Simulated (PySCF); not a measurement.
Single-point calculation, with input and output: WH7 (charge −1)

The run: single-point calculation of WH7, charge −1. Method and program: RKS-based M06-2X, W def2-TZVPD with ECP60, H def2-TZVPD; non-relativistic Hamiltonian with a scalar-relativistic core potential; density fitting (PySCF 2.14.0).

The geometry comes from this level: PBE0.

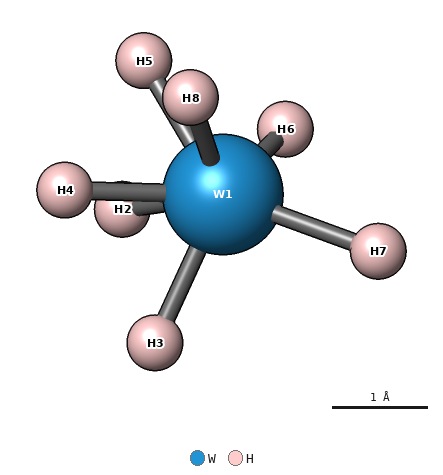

Figure 1. The structure (ball-and-stick view, seen at a tilt; atoms are numbered from 1 in the order of the input). Sticks mark near contacts.

Summary

| quantity | value |
| --- | --- |
| outcome | converged |
| total energy | −71.089261 hartree |
| HOMO | −3.45 eV |
| LUMO | 3.27 eV |
| hardware | 2 threads of Arm Neoverse N1, 24 GiB of memory available, shared host |
| wall time | 30 s (CPU time 56 s) |
| peak memory | 1.7 GiB |

Input
```python
from pyscf import gto, scf, dft
mol = gto.M(atom='''
W      0.009186     0.000020    -0.010342
H     -0.111830    -0.001463     1.688277
H      0.546032     1.482684     0.673174
H     -1.276577     0.896435     0.655394
H     -1.274294    -0.900700     0.653988
H      0.549799    -1.482343     0.670855
H      1.246187     0.002681    -1.402953
H     -1.371874    -0.000935    -1.033260''',
    basis={'W': 'def2-TZVPD', 'H': 'def2-TZVPD'},
    ecp={'W': 'def2-TZVPD'},
    charge=-1, spin=0)
mf = dft.RKS(mol, xc='M062X')
mf.grids.atom_grid = (90, 434)
aux = {'W': 'def2-universal-JKFIT', 'H': 'def2-universal-JKFIT'}
mf = mf.density_fit(auxbasis=aux)
mf.conv_tol = 1e-09
mf.diis_space = 10
mf.max_cycle = 60
mf.verbose = 4
mf.kernel()
```

The script is an equivalent of the set-up of the self-consistent field. The run itself was carried out by a driver, which started from the orbitals of the step before it where there was one and computed the further properties.

Run as:
```bash
OMP_NUM_THREADS=2 python axn.py task.json out
```

What the program printed
```
init E= -71.0874244959735
  HOMO = -0.124544511041687  LUMO = 0.121910737822186  gap/eV = 6.70639
cycle= 1 E= -71.0887747057653  delta_E= -0.00135  |g|= 0.0409  |ddm|= 0.51
  HOMO = -0.130440752415365  LUMO = 0.116294624888036  gap/eV = 6.71401
cycle= 2 E= -71.0879964001103  delta_E= 0.000778  |g|= 0.0703  |ddm|=  0.1
  HOMO = -0.126516490100151  LUMO = 0.12017922193254  gap/eV = 6.71293
cycle= 3 E= -71.0892493011334  delta_E= -0.00125  |g|= 0.00335  |ddm|= 0.0624
  HOMO = -0.126871677974504  LUMO = 0.120124310173786  gap/eV = 6.72110
cycle= 4 E= -71.0892584058734  delta_E= -9.1e-06  |g|= 0.0021  |ddm|= 0.0107
  HOMO = -0.126897734248661  LUMO = 0.120145118909397  gap/eV = 6.72238
cycle= 5 E= -71.0892608187634  delta_E= -2.41e-06  |g|= 0.000467  |ddm|= 0.00392
  HOMO = -0.12689360224986  LUMO = 0.120183256031505  gap/eV = 6.72330
cycle= 6 E= -71.0892612377552  delta_E= -4.19e-07  |g|= 0.000167  |ddm|= 0.00187
  HOMO = -0.126925089325885  LUMO = 0.120172474583692  gap/eV = 6.72387
cycle= 7 E= -71.0892612543638  delta_E= -1.66e-08  |g|= 1.79e-05  |ddm|= 0.000524
  HOMO = -0.12692457488256  LUMO = 0.120172350306728  gap/eV = 6.72385
cycle= 8 E= -71.0892612549373  delta_E= -5.73e-10  |g|= 5.68e-06  |ddm|= 0.000121
  HOMO = -0.126924128917045  LUMO = 0.120172786443464  gap/eV = 6.72385
```

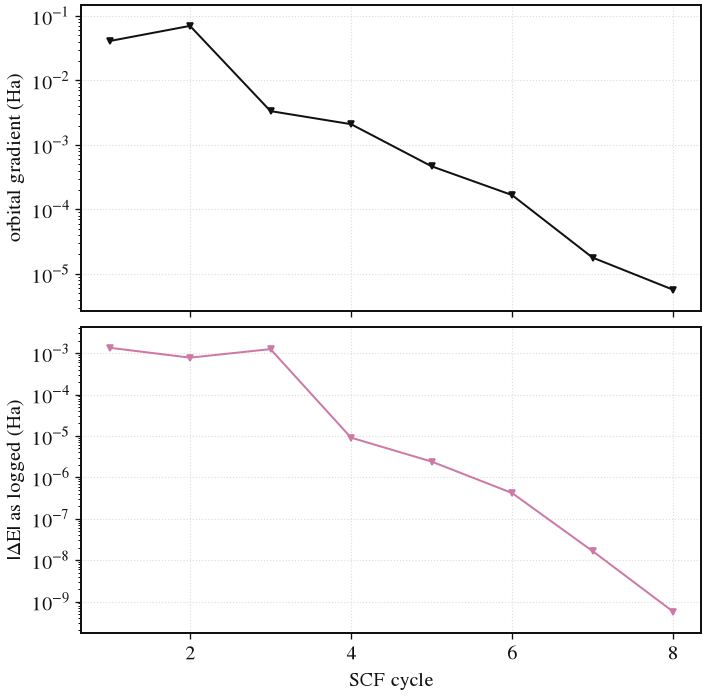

Figure 2. Convergence of the self-consistent field: orbital gradient and size of the energy change against the SCF cycle. The residual falls almost steadily, with no more than small rises.

```
Extra cycle  E= -71.0892612549654  delta_E= -2.81e-11  |g|= 5.07e-06  |ddm|= 1.69e-05
converged SCF energy = -71.0892612549654
```
